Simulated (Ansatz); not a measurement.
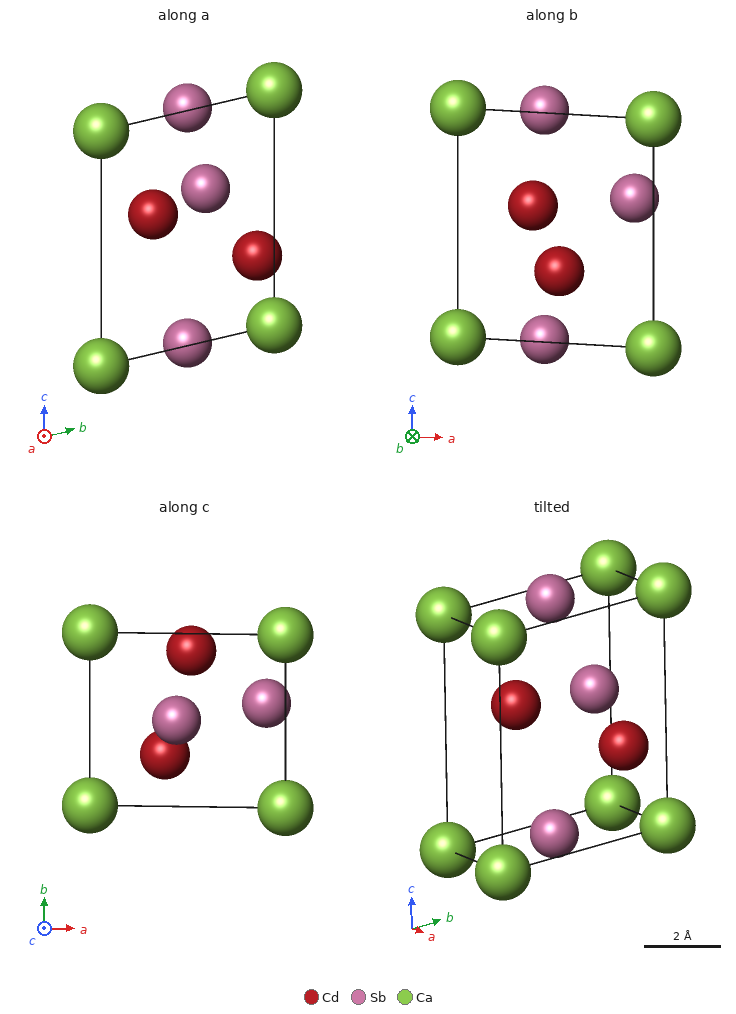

We look at a spheres-only model of the crystal along the a axis, along the b axis, along the c axis and slightly off an axis. Atoms at the boundary of the simulation cell (the box) are drawn once for each face, edge or corner they touch.

Lattice parameters: a = 5.2056 Å, b = 4.7246 Å, c = 6.2590 Å, α = 76.657°, β = 93.543°, γ = 91.563°.

Give the structure in the form of a CIF in P1 with every atom of the cell, with free fractional coordinates to two decimals.

```cif
data_structure
_symmetry_space_group_name_H-M 'P 1'
_symmetry_Int_Tables_number 1
_cell_length_a 5.2056
_cell_length_b 4.7246
_cell_length_c 6.2590
_cell_angle_alpha 76.657
_cell_angle_beta 93.543
_cell_angle_gamma 91.563
_cell_volume 149.48
loop_
_atom_site_label
_atom_site_type_symbol
_atom_site_fract_x
_atom_site_fract_y
_atom_site_fract_z
_atom_site_occupancy
Cd1 Cd 0.52 0.90 0.31 1
Cd2 Cd 0.38 0.30 0.59 1
Sb1 Sb 0.90 0.60 0.65 1
Sb2 Sb 0.44 0.50 0.01 1
Ca1 Ca 0.00 0.00 0.00 1
```

The structure is a made-up disordered cell; no relaxation was done. An electronic-structure calculation with Ansatz was run on it.

At this level of theory the cell isn't at rest (forces up to 0.8 eV/Å), so its distances can differ from those at equilibrium, the more so the softer the solid.
